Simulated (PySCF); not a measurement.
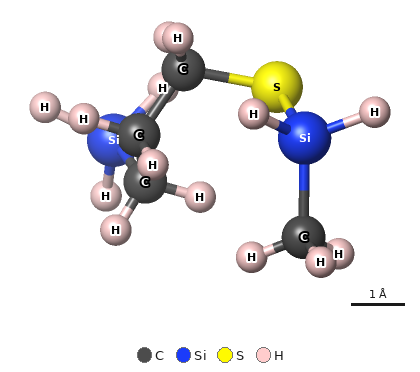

Figure 1. The structure (ball-and-stick view, seen at a tilt). Bond lengths as drawn: C–C 1.52 to 1.53 Å, C–H 1.09 to 1.10 Å, C–S 1.83 Å, C–Si 1.90 Å, H–Si 1.46 to 1.47 Å and S–Si 2.15 Å.

# NMR shielding calculation of C4H14SSi2

The run: NMR shielding calculation of C4H14SSi2. Method and program: GIAO PBE0/pcSseg-1 NMR shielding, non-relativistic, gas phase (PySCF 2.14.0).

The geometry comes from this level: GFN2-xTB. It belongs to a series of runs on one base structure; here: C replaced by Si. Figures and captions count atoms from 1; the log counts them from 0 in places.

## What the program printed
```
coarse grid: 17896 points
cycle   1  E = -1137.3108880854  dE =  2.618e-01  |g| = 4.414e-01  |ddm| = 3.955e+00
cycle   2  E = -1137.2987626548  dE =  1.213e-02  |g| = 4.946e-01  |ddm| = 9.028e-01
cycle   3  E = -1137.3629864273  dE = -6.422e-02  |g| = 4.489e-02  |ddm| = 4.990e-01
cycle   4  E = -1137.3634475929  dE = -4.612e-04  |g| = 1.995e-02  |ddm| = 8.515e-02
cycle   5  E = -1137.3635469676  dE = -9.937e-05  |g| = 5.491e-03  |ddm| = 2.948e-02
cycle   6  E = -1137.3635539908  dE = -7.023e-06  |g| = 1.423e-03  |ddm| = 6.506e-03
final grid: 155640 points
cycle   7  E = -1137.4069071590  dE = -4.452e-05  |g| = 8.556e-03  |ddm| = 3.304e-02
cycle   8  E = -1137.4068954482  dE =  1.171e-05  |g| = 1.079e-02  |ddm| = 1.739e-02
cycle   9  E = -1137.4069255027  dE = -3.005e-05  |g| = 6.310e-04  |ddm| = 1.055e-02
cycle  10  E = -1137.4069256052  dE = -1.025e-07  |g| = 2.262e-04  |ddm| = 1.158e-03
cycle  11  E = -1137.4069256183  dE = -1.310e-08  |g| = 6.744e-05  |ddm| = 2.839e-04
cycle  12  E = -1137.4069256195  dE = -1.208e-09  |g| = 1.071e-05  |ddm| = 8.109e-05
cycle  13  E = -1137.4069256196  dE = -2.910e-11  |g| = 2.950e-06  |ddm| = 1.453e-05
```

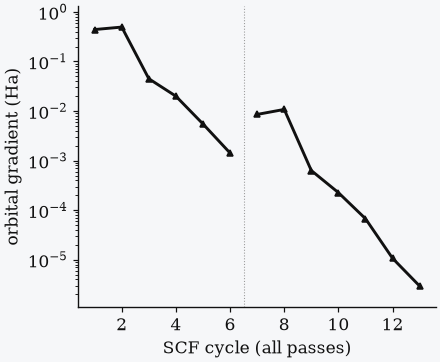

Figure 2. Convergence of the self-consistent field: orbital gradient against the SCF cycle. The dotted line marks the change from a coarse to the final integration grid. The first 6 cycles use a coarse grid, the final grid takes over at cycle 7, and the field converges after 13 cycles in all.

```
converged SCF energy = -1137.4069256196

GIAO shielding tensors (ppm)
atom      isotropic    diamagn.    paramagn.     s11        s22        s33       span
  0 C      185.621     254.298     -68.677    177.659    182.054    197.151     19.493
  1 Si     370.313     880.286    -509.973    305.649    390.639    414.650    109.000
  2 S      678.103    1059.956    -381.853    557.331    640.406    836.571    279.240
  3 C      149.257     252.522    -103.264    129.927    150.727    167.118     37.191
  4 C      155.079     250.182     -95.103    147.920    153.358    163.961     16.041
  5 C      181.395     252.571     -71.176    170.825    180.438    192.924     22.100
  6 Si     423.288     879.893    -456.605    385.961    415.744    468.158     82.197
  7 H       31.358      33.973      -2.615     26.218     31.137     36.720     10.502
  8 H       31.229      30.943       0.286     27.177     29.084     37.427     10.250
  9 H       31.539      27.913       3.626     26.691     27.681     40.246     13.555
 10 H       27.019      30.263      -3.244     23.500     25.664     31.891      8.390
 11 H       26.866      28.882      -2.016     22.027     25.388     33.183     11.156
 12 H       28.890      32.215      -3.325     22.352     28.292     36.026     13.675
 13 H       29.181      32.819      -3.638     24.015     27.762     35.767     11.752
 14 H       30.049      34.322      -4.273     25.957     28.955     35.235      9.277
 15 H       29.977      32.506      -2.529     25.133     28.162     36.637     11.504
 16 H       31.046      31.843      -0.797     25.241     29.214     38.683     13.442
 17 H       29.834      33.508      -3.674     24.471     30.049     34.982     10.511
 18 H       27.765      29.516      -1.750     23.477     27.580     32.239      8.762
 19 H       28.115      29.130      -1.016     24.635     26.090     33.618      8.983
 20 H       27.880      28.531      -0.651     24.284     25.395     33.960      9.676
```

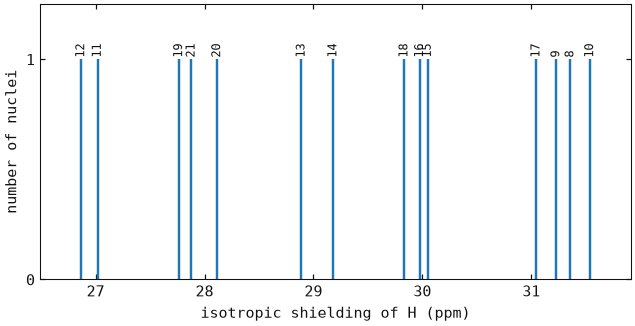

Figure 3. Isotropic shieldings of the hydrogen nuclei in this fixed geometry, labelled by atom number; shielding grows to the right, so chemical shift grows to the left. The least shielded is H12 (26.9 ppm), the most shielded H10 (31.5 ppm).

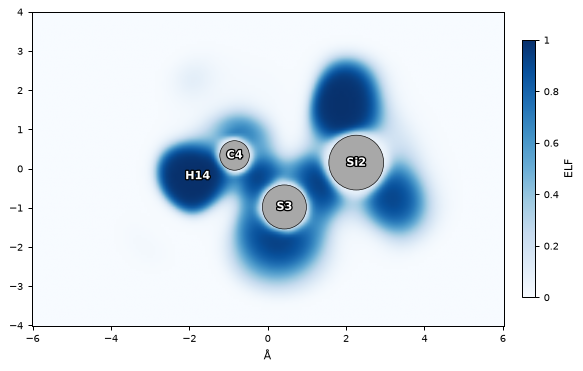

Figure 4. Electron localisation function on the plane of atoms Si2, S3 and C4. Grey discs, where drawn, cover atomic cores. Atoms in the plane: Si, S, C and H. C–S (1.83 Å): the ELF peaks at about 0.90 between the atoms (a shared electron pair). Si–S (2.15 Å): the ELF peaks at about 0.95 between the atoms, as expected for localised, shared-pair bonding. C–H (1.09 Å): the ELF climbs to about 1 towards the hydrogen, as it does in any bond to H; a covalent bond by its length.

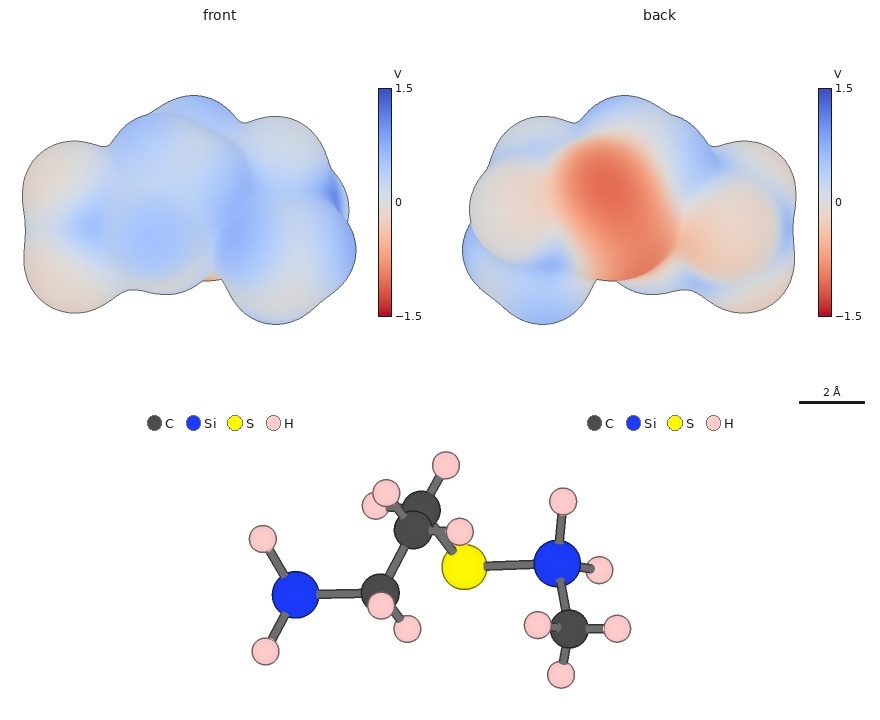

Figure 5. The molecular electrostatic potential painted on the density surface at 0.001 e/bohr³, seen at a tilt and from behind; red is negative and blue positive. The bare structure is drawn below in the same view. A positive charge is drawn to the negative regions and a negative charge to the positive ones. Its dipole moment is 2.17 D.

The run was set up as follows.

## Input
```
{"job": {"kind": "nmr", "xc": "PBE0", "basis": "pcSseg-1"}, "charge": 0, "multiplicity": 1}
C     -2.774985     1.043160    -0.454141
Si    -2.495568    -0.829576    -0.335565
S     -0.558686    -1.387039    -1.097260
C      0.449222    -1.482636     0.425407
C      0.646887    -0.143904     1.115807
C      1.292893     0.910019     0.222139
Si     3.066552     0.501627    -0.336796
H     -2.073889     1.606353     0.156944
H     -2.660422     1.384698    -1.480104
H     -3.778253     1.303659    -0.130212
H     -2.541159    -1.297828     1.049346
H     -3.434332    -1.561954    -1.175056
H     -0.034513    -2.196919     1.092446
H      1.402992    -1.894342     0.098938
H     -0.326179     0.217145     1.467328
H      1.271794    -0.311714     1.998290
H      1.295894     1.860323     0.761248
H      0.663880     1.054423    -0.658405
H      3.076762    -0.533586    -1.368467
H      3.834722     0.049958     0.828847
H      3.667470     1.725076    -0.871799
```

The first line tells a small driver script what to run in PySCF; the rest is the geometry in Å.

Launched with:
```bash
OMP_NUM_THREADS=1 python <driver script> task.json out
```

## Summary

| quantity | value |
| --- | --- |
| outcome | converged |
| total energy | −1137.406926 hartree |
| HOMO | −6.74 eV |
| LUMO | 0.58 eV |
| dipole moment | 2.17 D |
| isotropic shielding, C | 149.3 to 185.6 ppm |
| isotropic shielding, Si | 370.3 to 423.3 ppm |
| isotropic shielding, S | 678.1 ppm |
| isotropic shielding, H | 26.9 to 31.5 ppm |
| hardware | 1 CPU thread, shared host |
| wall time | 49 s |
| peak memory | 0.95 GiB |
